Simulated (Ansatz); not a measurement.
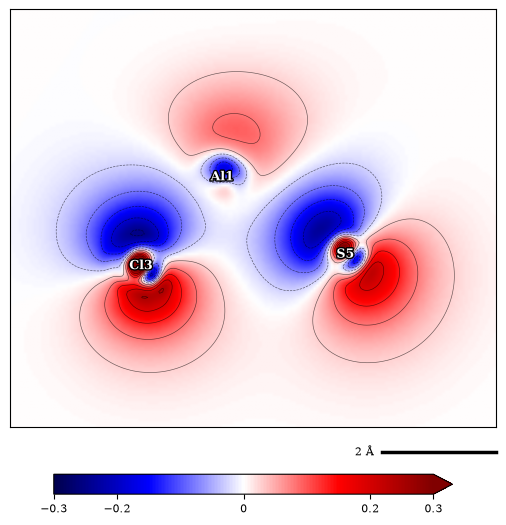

Figure 1: AlCl2H3S. The HOMO on the plane of atoms Cl3, Al1 and S5 (values in Å⁻³ᐟ²; the overall sign is arbitrary).

Theory: RKS PBE0/6-31G* in Ansatz 0.2.0.

```xyz
7

Al    0.0418    0.0306    0.0175
H    -0.1009    0.6551    1.4617
Cl    1.8537    0.3229   -1.0364
Cl   -1.7123   -0.1757   -1.1699
S     0.2835   -2.4274    0.6623
H    -1.0028   -2.7754    0.4721
H     0.1365   -2.2730    1.9922
```

Question: What is the character of this orbital?

Answer: It lies mainly on Cl3 (about 30 %), H2 (about 25 %), Cl4 (about 20 %), Al1 (about 15 %) and S5 (about 10 %). Its energy is −8.47 eV.
